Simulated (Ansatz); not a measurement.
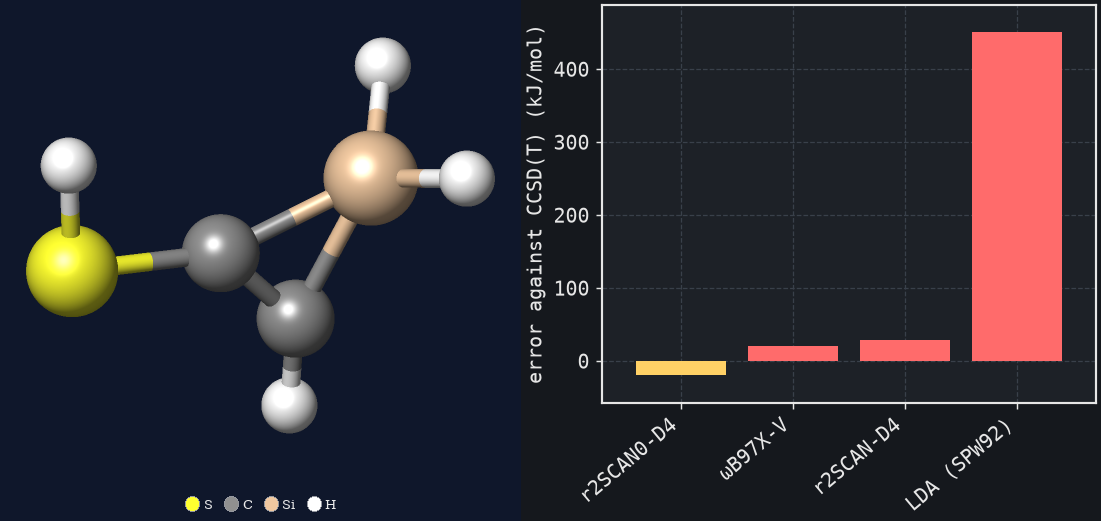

Error in the electronic atomisation energy (method less reference, so positive means overbinding) of C₂H₄SSi (enethiol tautomer), SMILES SC1=C[SiH2]1: functionals in def2-TZVPP against frozen-core CCSD(T) at the limit (MP2 extrapolated from triple and quadruple zeta, plus CCSD(T) less MP2 in a smaller set), which gives 2841.8 kJ/mol, at a PBE0-D4/def2-TZVP geometry (a minimum by its frequencies), no zero-point or spin-orbit term, the Ansatz code. The reference leaves out core correlation, a term that grows with the number of heavy atoms.

**What range do the values span?**

From −19.7 kJ/mol (r2SCAN0-D4) to 450.4 kJ/mol (LDA (SPW92)).

**Give the values.**

```
      level  kJ/mol
 r2SCAN0-D4   −19.7
    ωB97X-V    21.2
  r2SCAN-D4    29.5
LDA (SPW92)   450.4
```
